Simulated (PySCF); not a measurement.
SMILES [Cl][Ge]([Cl])[Cl] (Cl3Ge), doublet at its B3LYP/def2-SVP optimised geometry (Å):

```
4

Cl     1.4462    -1.0367     0.0000
Ge    -0.7432    -1.0367     0.0000
Cl    -1.4461    -2.0183    -1.8265
Cl    -1.4462     1.0367     0.0000
```

Level of theory: PySCF with unrestricted B3LYP/def2-TZVP. Cells within 0.4 Å of a nucleus heavier than hydrogen are left out (blank, or x).

Map of the deformation density (molecule minus spherical neutral atoms) (e/bohr³) on the plane z = 0.0 Å:

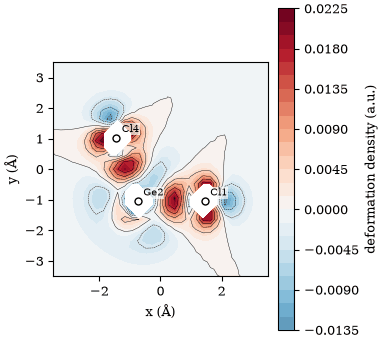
Fig. 1. Deformation density (molecule minus spherical neutral atoms) (e/bohr³) on the plane z = 0.0 Å.
